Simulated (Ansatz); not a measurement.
# AlGaCl (quartet): correlated methods under varied settings

Aim: run AlGaCl (quartet) at one geometry under a spread of methods and options, and see what each costs and gives.

Program: Ansatz 0.2.0, Gaussian basis. Level of theory: the settings change from run to run. These are calculated values, not measurements.

36 further runs of the same task are left out: 11 for a known fault of the program, 13 that didn't finish, 12 set aside as unsound or not needed.

### 1 What is computed

The geometry is a PBE0/def2-TZVP stationary point (not a proven minimum). No spin-orbit coupling is included. The filled d shell of Ga may be among the frozen orbitals whatever the setting's name suggests; the logs give the count.

3 atoms, charge 0, spin multiplicity 4.

Atoms are counted from 1 here; the program's logs count them from 0.

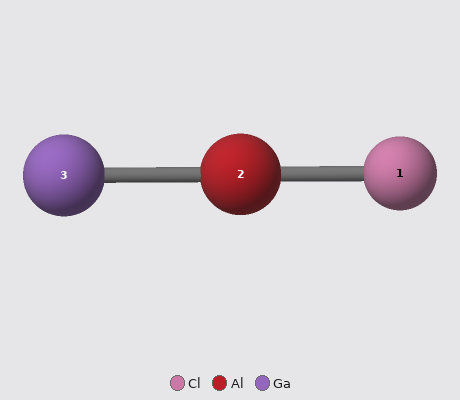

The geometry (chlorine pink, aluminium red, gallium purple); atoms are numbered from 1 in the order of the file.

### 2 CASSCF(3,6)/6-31G

Input file in.yaml:

```yaml
crystal:
  periodic: [false, false, false]
  atoms:
    - {symbol: Cl, position_ang: [0.000000, 0.000000, -2.166000]}
    - {symbol: Al, position_ang: [0.000000, 0.000000, -0.075200]}
    - {symbol: Ga, position_ang: [0.000000, 0.000000, 2.241200]}
basis:
  gaussian: {orbitals: 6-31G}
magnetization: {spin_polarized: false, initial_magnetization: 3}
correlation: {active_space: {window: {electrons: 3, orbitals: 6}, states: [{multiplicity: 4, weights: [1, 1, 1, 0.5]}]}}
```

On the command line:

```bash
$ ansatz run in.yaml --threads 1 --pin off --events-out ev --progress --plain --max-ram 2393MiB
```

Output:

```text
Functional definition: HF
  name "HF"
  cite "Fock, Z. Phys. 61, 126 (1930) doi:10.1007/BF01340294"
  parent pbe
  exchange = exact_x
  correlation = 0
920 factors; integrals over basis functions are off by at most 8.6e-8 eV
mean field evaluation 1: about -71408.9178 eV, gradient 1.1e1 eV
mean field evaluation 2: about -71408.9871 eV, gradient 1.1e1 eV
mean field evaluation 4: about -71410.0643 eV, gradient 1.7e0 eV
mean field evaluation 8: about -71410.1487 eV, gradient 5.2e-1 eV
mean field evaluation 16: about -71410.1671 eV, gradient 2.7e-6 eV
mean field -71410.16713895 eV, -2624.2752388068 hartree, gradient 2.7e-6 eV, S^2 3.750000; 2 other end points of the search recorded, 0 dependent functions left out
reference -71410.16713895 eV, -2624.2752388068 hartree; 32, 29 occupied and 23, 26 virtual orbitals, 920 factors
state -71410.42255012 eV, -2624.2846249938 hartree
state -71407.81176552 eV, -2624.1886804295 hartree
state -71407.81176552 eV, -2624.1886804295 hartree
state -71407.68556543 eV, -2624.1840426619 hartree
Total energy: -71408.53967539 eV, -2624.2154306239 hartree
```

Wall time 3.7 s (1 thread of Arm Neoverse V1, shared host).

From the report: 20 determinants; active occupations (of the averaged states) 1.00, 0.64, 0.64, 0.36, 0.36, 0.00.

### 3 HF/def2-SVP

Input file in.yaml:

```yaml
crystal:
  periodic: [false, false, false]
  atoms:
    - {symbol: Cl, position_ang: [0.000000, 0.000000, -2.166000]}
    - {symbol: Al, position_ang: [0.000000, 0.000000, -0.075200]}
    - {symbol: Ga, position_ang: [0.000000, 0.000000, 2.241200]}
basis:
  gaussian: {orbitals: def2-SVP}
magnetization: {spin_polarized: true, initial_magnetization: 3}
hamiltonian: {xc: hf, pseudopotentials: {relativity: none}}
scf: {lower_state_search: full}
output: {orbitals: {seedname: orbitals}}
```

The command is unchanged.

Output:

```text
Functional definition: HF
  name "HF"
  cite "Fock, Z. Phys. 61, 126 (1930) doi:10.1007/BF01340294"
  parent pbe
  exchange = exact_x
  correlation = 0
635 factors; integrals over basis functions are off by at most 9.2e-4 eV
mean field evaluation 1: about -71406.9741 eV, gradient 8.4e0 eV
mean field evaluation 2: about -71407.0611 eV, gradient 8.5e0 eV
mean field evaluation 4: about -71408.1955 eV, gradient 2.1e0 eV
mean field evaluation 8: about -71408.3218 eV, gradient 2.4e-1 eV
mean field evaluation 16: about -71407.1247 eV, gradient 4.2e0 eV
mean field evaluation 32: about -71407.1243 eV, gradient 4.2e0 eV
mean field evaluation 64: about -71405.7668 eV, gradient 5.3e-3 eV
mean field evaluation 96: about -71405.7665 eV, gradient 9.9e-2 eV
mean field -71408.32627913 eV, -2624.2075884560 hartree, gradient 2.8e-5 eV, S^2 3.773577; 4 other end points of the search recorded, 0 dependent functions left out
reference -71408.32627913 eV, -2624.2075884560 hartree; 32, 29 occupied and 36, 39 virtual orbitals, 635 factors
Total energy: -71408.32627913 eV, -2624.2075884560 hartree
```

Wall time 3.3 s (1 thread of Arm Neoverse V1, shared host).

From the report: ⟨S²⟩ of the determinant 3.774 (pure quartet: 3.75).

### 4 CCSD on UHF/cc-pVDZ

Input file in.yaml:

```yaml
crystal:
  periodic: [false, false, false]
  atoms:
    - {symbol: Cl, position_ang: [0.000000, 0.000000, -2.166000]}
    - {symbol: Al, position_ang: [0.000000, 0.000000, -0.075200]}
    - {symbol: Ga, position_ang: [0.000000, 0.000000, 2.241200]}
basis:
  gaussian: {orbitals: cc-pVDZ}
magnetization: {spin_polarized: true, initial_magnetization: 3}
correlation: {method: ccsd, electrons: outside_noble_gas}
scf: {lower_state_search: light}
```

Launched as before.

Output, shortened:

```text
Functional definition: HF
  name "HF"
  cite "Fock, Z. Phys. 61, 126 (1930) doi:10.1007/BF01340294"
  parent pbe
[...]
700 factors; integrals over basis functions are off by at most 9.1e-4 eV
[...]
mean field -71420.43894209 eV, -2624.6527206094 hartree, gradient 9.6e-6 eV, S^2 3.773125; 5 other end points of the search recorded, 0 dependent functions left out
determinant -71420.43894209 eV, -2624.6527206094 hartree, with singles and doubles -71426.85591698 eV, -2624.8885400871 hartree
determinant -71417.94381062 eV, -2624.5610262192 hartree, with singles and doubles -71424.03307639 eV, -2624.7848026088 hartree
determinant -71417.79134951 eV, -2624.5554233768 hartree, with singles and doubles -71424.22258195 eV, -2624.7917668099 hartree
determinant -71417.03177975 eV, -2624.5275097031 hartree, with singles and doubles -71423.74467506 eV, -2624.7742040555 hartree
24 core orbitals not correlated: weight in the atoms' cores, before any rotation towards them, 0.999 or more for the frozen orbitals, at most 0.000 for the correlated occupied ones
reference -71420.43894209 eV, -2624.6527206094 hartree; 8, 5 occupied and 31, 34 virtual orbitals, 700 factors
second order -5.65663650 eV of doubles, -0.00000000 eV of singles
cycle   1  -6.41738592 eV  change   -4.1e-4 eV  update   1.3e-3
[...]
cycle   7  -6.41799713 eV  change   -7.6e-6 eV  update   5.8e-6
Total energy: -71426.85693922 eV, -2624.8885776538 hartree
```

It took 7 s on 1 thread of Arm Neoverse V1, shared host.

From the report: ⟨S²⟩ of the determinant 3.773 (pure quartet: 3.75); correlation -6.4180 eV; T1 0.020; largest double amplitude 0.07.

### 5 CCSD(T) on ROHF/def2-SVP

Input file in.yaml:

```yaml
crystal:
  periodic: [false, false, false]
  atoms:
    - {symbol: Cl, position_ang: [0.000000, 0.000000, -2.166000]}
    - {symbol: Al, position_ang: [0.000000, 0.000000, -0.075200]}
    - {symbol: Ga, position_ang: [0.000000, 0.000000, 2.241200]}
basis:
  gaussian: {orbitals: def2-SVP, fitting: {mean_field: def2-universal-jkfit}}
magnetization: {spin_polarized: false, initial_magnetization: 3}
correlation: {method: ccsd_t, electrons: outside_noble_gas, diis_vectors: 4}
output: {forces: true}
```

The command is unchanged.

Output, shortened:

```text
Functional definition: HF
  name "HF"
  cite "Fock, Z. Phys. 61, 126 (1930) doi:10.1007/BF01340294"
  parent pbe
[...]
522 factors; integrals over basis functions are off by at most 4.1e-2 eV
[...]
mean field -71408.20986219 eV, -2624.2033102124 hartree, gradient 5.8e-7 eV, S^2 3.750000; 3 other end points of the search recorded, 0 dependent functions left out
determinant -71408.20986219 eV, -2624.2033102124 hartree, with singles and doubles -71414.65302801 eV, -2624.4400921888 hartree
determinant -71405.68208790 eV, -2624.1104162206 hartree, with singles and doubles -71412.13004517 eV, -2624.3473742797 hartree
determinant -71405.59411460 eV, -2624.1071832614 hartree, with singles and doubles -71411.82226721 eV, -2624.3360636482 hartree
determinant -71404.75334620 eV, -2624.0762855928 hartree, with singles and doubles -71411.52154798 eV, -2624.3250124204 hartree
24 core orbitals not correlated: weight in the atoms' cores, before any rotation towards them, 0.999 or more for the frozen orbitals, at most 0.000 for the correlated occupied ones
reference -71408.20986219 eV, -2624.2033102124 hartree; 8, 5 occupied and 36, 39 virtual orbitals, 522 factors
second order -5.67194669 eV of doubles, -0.03786118 eV of singles
cycle   1  -6.44363502 eV  change   -4.7e-4 eV  update   1.2e-3
[...]
cycle  10  -6.44405858 eV  change    8.5e-7 eV  update   7.5e-7
perturbative correction -0.20527099 eV, -0.0075435697 hartree
[...]
Total energy: -71414.85919176 eV, -2624.4476685669 hartree
Atom 0 at     0.000000     0.000000    -2.166000 Å, force     0.000000    -0.000000    -0.055580 eV/Å
Atom 1 at     0.000000     0.000000    -0.075200 Å, force     0.000000    -0.000000    -0.254519 eV/Å
Atom 2 at     0.000000     0.000000     2.241200 Å, force    -0.000000     0.000000     0.310098 eV/Å
Dipole moment:    -0.000000     0.000000     0.100897 e Å
```

Wall time 12 s (1 thread of Arm Neoverse V1, shared host).

From the report: correlation -6.6493 eV; T1 0.026; largest double amplitude 0.07.

### 6 MP2 on UHF/cc-pVDZ

Input file in.yaml:

```yaml
crystal:
  periodic: [false, false, false]
  atoms:
    - {symbol: Cl, position_ang: [0.000000, 0.000000, -2.166000]}
    - {symbol: Al, position_ang: [0.000000, 0.000000, -0.075200]}
    - {symbol: Ga, position_ang: [0.000000, 0.000000, 2.241200]}
basis:
  gaussian: {orbitals: cc-pVDZ}
magnetization: {spin_polarized: true, initial_magnetization: 3}
correlation: {method: mp2, electrons: valence}
scf: {lower_state_search: full}
output: {forces: true}
```

Launched as before.

Output, shortened:

```text
Functional definition: HF
  name "HF"
  cite "Fock, Z. Phys. 61, 126 (1930) doi:10.1007/BF01340294"
  parent pbe
[...]
700 factors; integrals over basis functions are off by at most 9.1e-4 eV
[...]
mean field -71420.43894209 eV, -2624.6527206094 hartree, gradient 9.6e-6 eV, S^2 3.773125; 7 other end points of the search recorded, 0 dependent functions left out
19 core orbitals not correlated: weight in the atoms' cores, before any rotation towards them, 1.000 or more for the frozen orbitals, at most 0.000 for the correlated occupied ones
reference -71420.43894209 eV, -2624.6527206094 hartree; 13, 10 occupied and 31, 34 virtual orbitals, 700 factors
second order -6.15249022 eV of doubles, -0.00000000 eV of singles
[...]
Total energy: -71426.59143231 eV, -2624.8788204548 hartree
Atom 0 at     0.000000     0.000000    -2.166000 Å, force     0.000000    -0.000000    -0.540968 eV/Å
Atom 1 at     0.000000     0.000000    -0.075200 Å, force     0.000000    -0.000000     0.302939 eV/Å
Atom 2 at     0.000000     0.000000     2.241200 Å, force    -0.000000     0.000000     0.238029 eV/Å
Dipole moment:    -0.000000    -0.000000     0.129956 e Å
```

Wall time 7.5 s (1 thread of Arm Neoverse V1, shared host).

From the report: ⟨S²⟩ of the determinant 3.773 (pure quartet: 3.75).

### 7 NEVPT2(5,5)/STO-3G

Input file in.yaml:

```yaml
crystal:
  periodic: [false, false, false]
  atoms:
    - {symbol: Cl, position_ang: [0.000000, 0.000000, -2.166000]}
    - {symbol: Al, position_ang: [0.000000, 0.000000, -0.075200]}
    - {symbol: Ga, position_ang: [0.000000, 0.000000, 2.241200]}
basis:
  gaussian: {orbitals: STO-3G}
magnetization: {spin_polarized: false, initial_magnetization: 3}
hamiltonian: {pseudopotentials: {relativity: scalar}}
correlation: {method: sc_nevpt2, electrons: valence, active_space: {window: {electrons: 5, orbitals: 5}, states: [{multiplicity: 4, weights: [1, 1, 1]}]}}
accuracy: high
output: {forces: true}
```

Same command.

Output, shortened:

```text
Functional definition: HF
  name "HF"
  cite "Fock, Z. Phys. 61, 126 (1930) doi:10.1007/BF01340294"
  parent pbe
[...]
545 factors; integrals over basis functions are off by at most 4.4e-9 eV
[...]
mean field -71043.31831838 eV, -2610.7937933098 hartree, gradient 4.2e-8 eV, S^2 3.750000; 11 other end points of the search recorded, 0 dependent functions left out
reference -71043.31831838 eV, -2610.7937933098 hartree; 32, 29 occupied and 4, 7 virtual orbitals, 545 factors
state -71043.28934032 eV, -2610.7927283858 hartree
state -71043.14032725 eV, -2610.7872522562 hartree
state -71039.36767359 eV, -2610.6486097915 hartree
state -71043.28934032 eV, -2610.7927283858 hartree; corrected -71044.38114712 eV, -2610.8328515455 hartree
state -71043.14032725 eV, -2610.7872522562 hartree; corrected -71044.22485521 eV, -2610.8271079237 hartree
[...]
state -71040.80381857 eV, -2610.7013871460 hartree; corrected -71042.03364754 eV, -2610.7465825273 hartree
state -71040.66976893 eV, -2610.6964609126 hartree; corrected -71041.90335597 eV, -2610.7417944001 hartree
state -71043.28934032 eV, -2610.7927283858 hartree; corrected -71044.38114712 eV, -2610.8328515455 hartree
state -71043.14032725 eV, -2610.7872522562 hartree; corrected -71044.22485521 eV, -2610.8271079237 hartree
state -71039.36767359 eV, -2610.6486097915 hartree; corrected -71040.45653307 eV, -2610.6886246393 hartree
[...]
WARN: the results are in doubt because close orbitals or states may skew the forces
Total energy: -71043.02084513 eV, -2610.7828613695 hartree
Relativity: scalar
Atom 0 at     0.000000     0.000000    -2.166000 Å, force    -0.000000     0.000000    -0.728691 eV/Å
Atom 1 at     0.000000     0.000000    -0.075200 Å, force     0.000000    -0.000000    -1.749036 eV/Å
Atom 2 at     0.000000     0.000000     2.241200 Å, force    -0.000000    -0.000000     2.477727 eV/Å
Dipole moment:     0.000000    -0.000000    -0.265652 e Å
In doubt: close orbitals or states may skew the forces
```

Run time: 16 s. Hardware: 1 thread of Arm Neoverse V1, shared host.

From the report: 12 determinants; active occupations (of the averaged states) 1.67, 1.33, 1.00, 0.67, 0.33. The program marks this result as in doubt; its last lines say why.

### 8 CASSCF(5,6)/6-31G

Input file in.yaml:

```yaml
crystal:
  periodic: [false, false, false]
  atoms:
    - {symbol: Cl, position_ang: [0.000000, 0.000000, -2.166000]}
    - {symbol: Al, position_ang: [0.000000, 0.000000, -0.075200]}
    - {symbol: Ga, position_ang: [0.000000, 0.000000, 2.241200]}
basis:
  gaussian: {orbitals: 6-31G}
magnetization: {spin_polarized: false, initial_magnetization: 3}
correlation: {active_space: {window: {electrons: 5, orbitals: 6}, states: [{multiplicity: 4, weights: [1, 0.5, 0.5]}]}}
```

Same command.

Output:

```text
Functional definition: HF
  name "HF"
  cite "Fock, Z. Phys. 61, 126 (1930) doi:10.1007/BF01340294"
  parent pbe
  exchange = exact_x
  correlation = 0
920 factors; integrals over basis functions are off by at most 8.6e-8 eV
mean field evaluation 1: about -71408.9178 eV, gradient 1.1e1 eV
mean field evaluation 2: about -71408.9871 eV, gradient 1.1e1 eV
mean field evaluation 4: about -71410.0643 eV, gradient 1.7e0 eV
mean field evaluation 8: about -71410.1487 eV, gradient 5.2e-1 eV
mean field evaluation 16: about -71410.1671 eV, gradient 2.7e-6 eV
mean field -71410.16713895 eV, -2624.2752388068 hartree, gradient 2.7e-6 eV, S^2 3.750000; 2 other end points of the search recorded, 0 dependent functions left out
reference -71410.16713895 eV, -2624.2752388068 hartree; 32, 29 occupied and 23, 26 virtual orbitals, 920 factors
state -71410.68726266 eV, -2624.2943530006 hartree
state -71407.98634736 eV, -2624.1950961939 hartree
state -71407.98504027 eV, -2624.1950481594 hartree
Total energy: -71409.33647824 eV, -2624.2447125886 hartree
```

Run time: 16 s. Hardware: 1 thread of Arm Neoverse V1, shared host.

From the report: 90 determinants; active occupations (of the averaged states) 1.97, 1.00, 0.75, 0.74, 0.30, 0.24.

### 9 CCSD(T) on UHF/cc-pVDZ

Input file in.yaml:

```yaml
crystal:
  periodic: [false, false, false]
  atoms:
    - {symbol: Cl, position_ang: [0.000000, 0.000000, -2.166000]}
    - {symbol: Al, position_ang: [0.000000, 0.000000, -0.075200]}
    - {symbol: Ga, position_ang: [0.000000, 0.000000, 2.241200]}
basis:
  gaussian: {orbitals: cc-pVDZ}
magnetization: {spin_polarized: true, initial_magnetization: 3}
correlation: {method: ccsd_t, electrons: outside_noble_gas}
scf: {lower_state_search: off}
output: {forces: true}
```

The command is unchanged.

Output, shortened:

```text
Functional definition: HF
  name "HF"
  cite "Fock, Z. Phys. 61, 126 (1930) doi:10.1007/BF01340294"
  parent pbe
[...]
700 factors; integrals over basis functions are off by at most 9.1e-4 eV
[...]
mean field -71420.43894209 eV, -2624.6527206094 hartree, gradient 9.6e-6 eV, S^2 3.773125; 0 other end points of the search recorded, 0 dependent functions left out
24 core orbitals not correlated: weight in the atoms' cores, before any rotation towards them, 0.999 or more for the frozen orbitals, at most 0.000 for the correlated occupied ones
reference -71420.43894209 eV, -2624.6527206094 hartree; 8, 5 occupied and 31, 34 virtual orbitals, 700 factors
second order -5.65663650 eV of doubles, -0.00000000 eV of singles
cycle   1  -6.18491089 eV  change   -5.3e-1 eV  update   7.4e-2
[...]
cycle  14  -6.41799264 eV  change    1.8e-7 eV  update   6.9e-7
perturbative correction -0.20398848 eV, -0.0074964384 hartree
[...]
Total energy: -71427.06092321 eV, -2624.8960739271 hartree
Atom 0 at     0.000000     0.000000    -2.166000 Å, force     0.000000    -0.000000    -0.679223 eV/Å
Atom 1 at     0.000000     0.000000    -0.075200 Å, force    -0.000000    -0.000000     0.146472 eV/Å
Atom 2 at     0.000000     0.000000     2.241200 Å, force    -0.000000    -0.000000     0.532752 eV/Å
Dipole moment:     0.000000     0.000000     0.156248 e Å
Checks for a lower state left out: starts, cluster_reference, orbital_swaps, neighbouring_geometries, increment
```

Wall time 7 s (1 thread of Arm Neoverse V1, shared host).

From the report: ⟨S²⟩ of the determinant 3.773 (pure quartet: 3.75); correlation -6.6220 eV; T1 0.020; largest double amplitude 0.07.

### 10 HF/cc-pVDZ

Input file in.yaml:

```yaml
crystal:
  periodic: [false, false, false]
  atoms:
    - {symbol: Cl, position_ang: [0.000000, 0.000000, -2.166000]}
    - {symbol: Al, position_ang: [0.000000, 0.000000, -0.075200]}
    - {symbol: Ga, position_ang: [0.000000, 0.000000, 2.241200]}
basis:
  gaussian: {orbitals: cc-pVDZ, point_charges: [{charge: 1.00, position_ang: [2.584, 0.886, 0.134]}]}
magnetization: {spin_polarized: true, initial_magnetization: 3}
hamiltonian: {xc: hf}
accuracy: high
output: {forces: true, orbitals: {seedname: orbitals}}
```

Same command.

Output, shortened:

```text
Functional definition: HF
  name "HF"
  cite "Fock, Z. Phys. 61, 126 (1930) doi:10.1007/BF01340294"
  parent pbe
[...]
1243 factors; integrals over basis functions are off by at most 4.4e-9 eV
[...]
mean field -71421.36351785 eV, -2624.6866981419 hartree, gradient 2.5e-8 eV, S^2 3.780354; 0 other end points of the search recorded, 0 dependent functions left out
[...]
reference -71421.36351785 eV, -2624.6866981419 hartree; 32, 29 occupied and 31, 34 virtual orbitals, 1243 factors
Total energy: -71421.36351785 eV, -2624.6866981419 hartree
Atom 0 at     0.000000     0.000000    -2.166000 Å, force    -0.007699    -0.002640    -0.098885 eV/Å
Atom 1 at     0.000000     0.000000    -0.075200 Å, force     0.964786     0.330805    -0.422849 eV/Å
Atom 2 at     0.000000     0.000000     2.241200 Å, force     0.024339     0.008345     0.573143 eV/Å
Dipole moment:    -0.883736    -0.303015     0.828852 e Å
```

Run time: 6 s. Hardware: 1 thread of Arm Neoverse V1, shared host.

From the report: ⟨S²⟩ of the determinant 3.780 (pure quartet: 3.75).

### 11 The runs in one table

Where basis and cores are those of an earlier UCCSDT(Q)/cc-pVDZ run (-71427.1152 eV), and the state is the same kind, the miss against it is given. † marks a result that the program doubts.

```
                                                        level         correlated  functions  energy (eV)  from UCCSDT(Q) (meV)   time
                   CASSCF(3,6)/6-31G (mean of several states)                            55  -71408.5397                        3.7 s
                                                  HF/def2-SVP                            68  -71408.3263                        3.3 s
                                          CCSD on UHF/cc-pVDZ  outside noble gas         63  -71426.8569                 258.3    7 s
                                     CCSD(T) on ROHF/def2-SVP  outside noble gas         68  -71414.8592                         12 s
                                           MP2 on UHF/cc-pVDZ            valence         63  -71426.5914                        7.5 s
NEVPT2(5,5)/STO-3G (mean of several states, relativity set) †            valence         36  -71043.0208                         16 s
                   CASSCF(5,6)/6-31G (mean of several states)                            55  -71409.3365                         16 s
                                       CCSD(T) on UHF/cc-pVDZ  outside noble gas         63  -71427.0609                  54.3    7 s
                           HF/cc-pVDZ (beside a point charge)                            63  -71421.3635                          6 s
```

### 12 Summary of results

| quantity | value |
| --- | --- |
| runs | 9 |
| quickest | HF/def2-SVP, 3.3 s |
| slowest | NEVPT2(5,5)/STO-3G (mean of several states, relativity set) †, 16 s |

Total energies in different bases, with other cores or another treatment of relativity can't be set against each other. NEVPT2(5,5)/STO-3G (mean of several states, relativity set) † took 5 times as long as HF/def2-SVP; the jobs differ in more than the method. Among the correlated runs with a miss given, it spans +54 to +258 meV.
